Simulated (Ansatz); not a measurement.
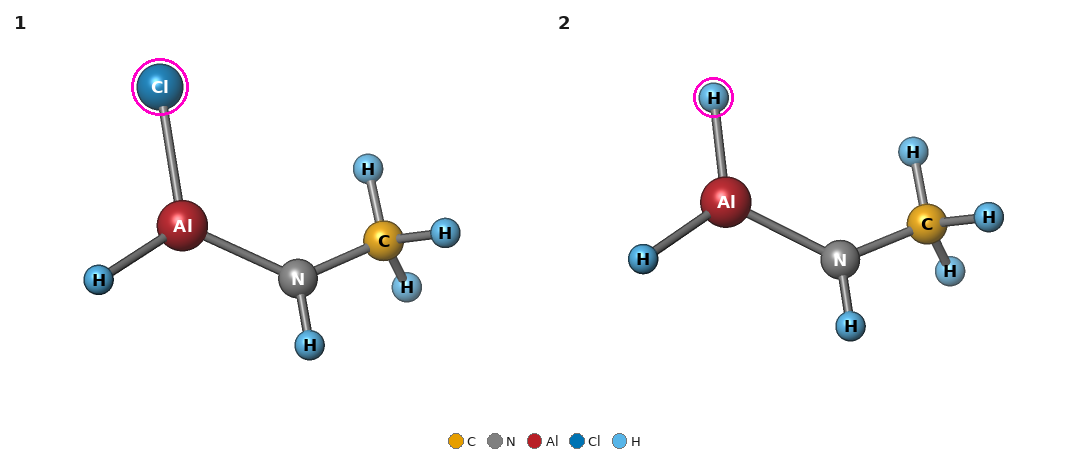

2 molecules with one skeleton, seen from the same side and at one scale; the atom that differs is circled. Each species is neutral and a spin singlet. Computed geometries: PBE0-D4/def2-TZVP optimisations, one conformation each. Properties computed with Ansatz 0.2.0.

One atom differs, called X below: Cl in panel 1, H in panel 2. Their formulas are CH5AlClN (`C[NH][AlH][Cl]`), CH6AlN (`C[NH][AlH2]`).

Question: In which is the HOMO–LUMO gap larger (PBE0-D4/def2-QZVPP)?

Answer: In panel 1 (X = Cl).

Question: In which is the angle X–Al–H larger (PBE0-D4/def2-TZVP)?

Answer: In panel 2 (X = H).

Give the values. With PBE0-D4/def2-TZVP: length of X–Al (Å), angle X–Al–H (°). With PBE0-D4/def2-QZVPP: HOMO energy (Kohn–Sham orbital) (eV), HOMO–LUMO gap (eV). With r2SCAN-D4/def2-TZVPP: dipole moment (D).

```
                            quantity  1 (Cl)  2 (H)   2 − 1
                  length of X–Al (Å)   2.100  1.584  −0.516
                    angle X–Al–H (°)   121.0  125.0    +4.0
HOMO energy (Kohn–Sham orbital) (eV)   −7.12  −6.90   +0.22
                  HOMO–LUMO gap (eV)    6.54   6.14   −0.40
                   dipole moment (D)    2.23   1.33   −0.90
```
